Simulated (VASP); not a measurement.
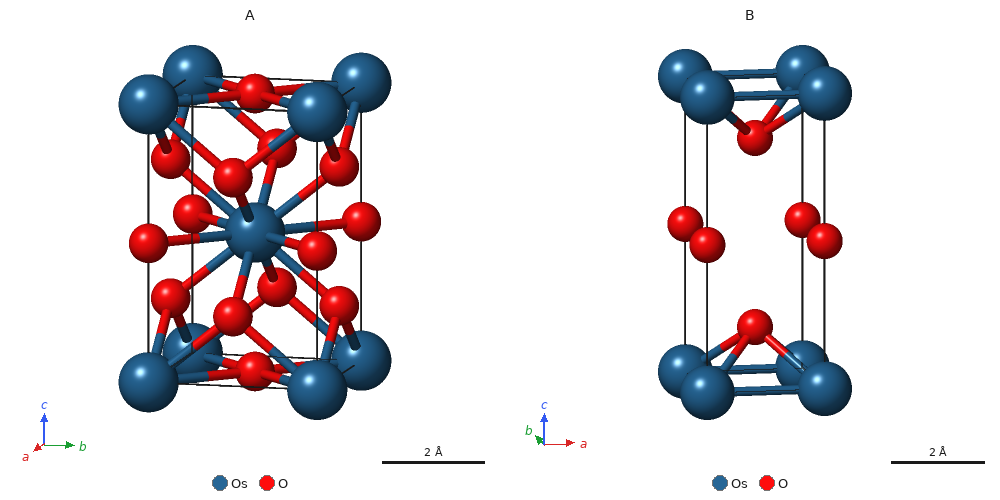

Two structures of OsO₃, each relaxed (cell and atoms) at zero pressure; conventional cells in solid outline, small ones repeated, each panel with its own scale. Alike in all runs: VASP 6.6.1; functional PBE; VASP's PAW PBE potentials, release 64 (Os, O); cutoff 600 eV; occupations gaussian, width 0.05 eV; no spin polarisation; no spin-orbit coupling. The k meshes have like spacings.

Question: Name the structure in each panel.

Answer: A: 8 atoms a cell on a body-centred tetragonal lattice, I4/mmm; B: 4 atoms a cell on a primitive tetragonal lattice, P4/mmm.

Question: Which of these is lowest in energy, and how far above it do the others lie?

Answer: A, then B (+280 meV/atom), static energies at zero smearing.

Question: Collect the results in a table.

Answer:
| panel | space group | E − E(lowest) (meV/atom) | volume (Å³/atom) |
| --- | --- | --- | --- |
| A | I4/mmm | 0 | 8.3 |
| B | P4/mmm | 280 | 11.0 |

The starts are database entries or structure types tried for this composition, and the most stable form need not be among them.

Caveat: spin-orbit coupling is left out, which matters for Os, if less for volumes and forces than for levels.
